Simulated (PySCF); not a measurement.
## Electronic structure of C₇H₁₂O₂Si in real space

```xyz
22

C     1.9378    2.4436   -0.3229
C     1.1300    1.6721    0.1099
C     0.1187    0.7639    0.6192
C    -1.1905    0.9536   -0.1559
Si   -2.6711   -0.0668    0.4975
O    -2.4831   -1.6450    0.2244
C     0.6361   -0.6981    0.6070
C     0.6965   -1.2706   -0.7860
C     1.9454   -0.9693   -1.5570
O    -0.2095   -1.9269   -1.2555
H     2.6470    3.1235   -0.6913
H    -0.0576    1.0285    1.6695
H    -1.4439    2.0141   -0.1172
H    -1.0189    0.7227   -1.2097
H    -3.8710    0.4264   -0.1782
H    -2.7447    0.0934    1.9520
H    -1.7920   -1.9533   -0.3854
H    -0.0449   -1.3009    1.2087
H     1.6308   -0.7152    1.0561
H     1.8593   -1.3338   -2.5774
H     2.1211    0.1057   -1.5495
H     2.7940   -1.4483   -1.0722
```

Geometry: GFN2-xTB.

All numbers below come from PBE0/pcSseg-1, SCF density, gas phase, non-relativistic in PySCF.

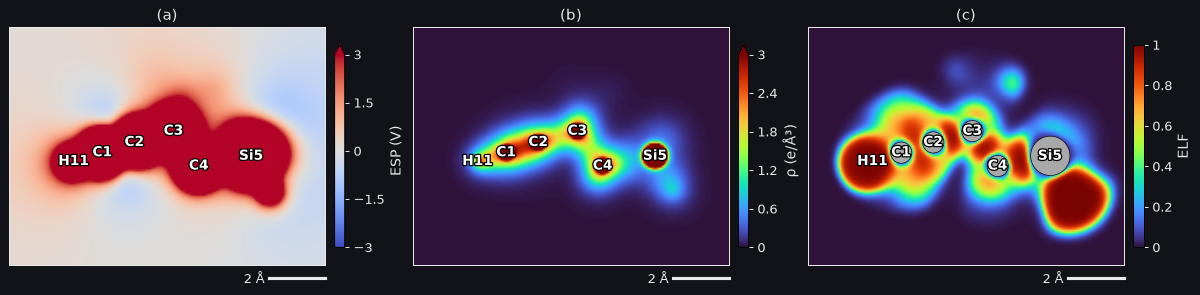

Figure 1. (a) electrostatic potential; (b) total electron density; (c) ELF on the plane of atoms C2, C3 and C4. Grey discs cover the atomic cores in the ELF map.

### Interpret the plot.

- The plane passes through C, Si and H nuclei.
- C–C (1.20 Å): the density is about 2.7 e/Å³ at the midpoint; the ELF peaks at about 0.85 between the atoms (a multiple bond).
- C–Si (1.91 Å): ρ at the midpoint is about 0.91 e/Å³; the ELF peaks at about 0.95 between the atoms, as expected for a shared electron pair.
- C–H (1.05 Å): ρ is about 2.1 e/Å³ halfway; the ELF climbs to about 1 towards the hydrogen, as it does in any bond to H: an ordinary covalent bond to hydrogen.
- Outside the dense part of the molecule the potential is most negative (−0.9 V) near O6, which lies off the plane.

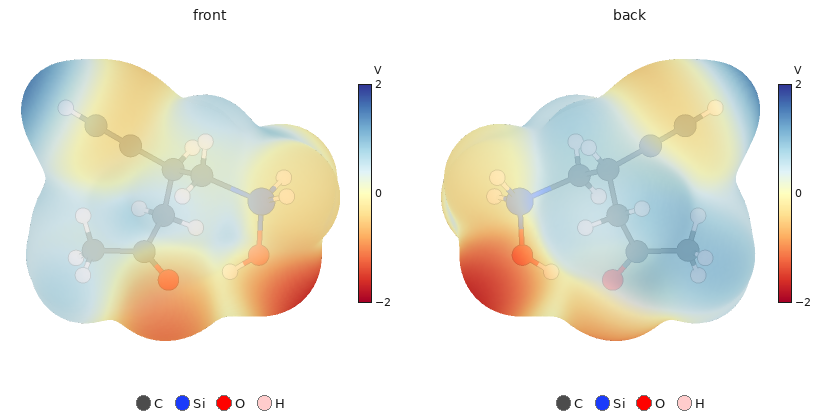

Figure 2. The electrostatic potential painted on the density surface at 0.001 e/bohr³, seen from the front and from behind; red is negative and blue positive.

### Where is the surface potential most negative and most positive?

The most negative region (about −1.6 V) lies over O6, the most positive (about +1.4 V) over H11. O6 is the likeliest acceptor of a hydrogen bond.

### How polar is the molecule by this calculation?

Its dipole moment is 4.13 D.
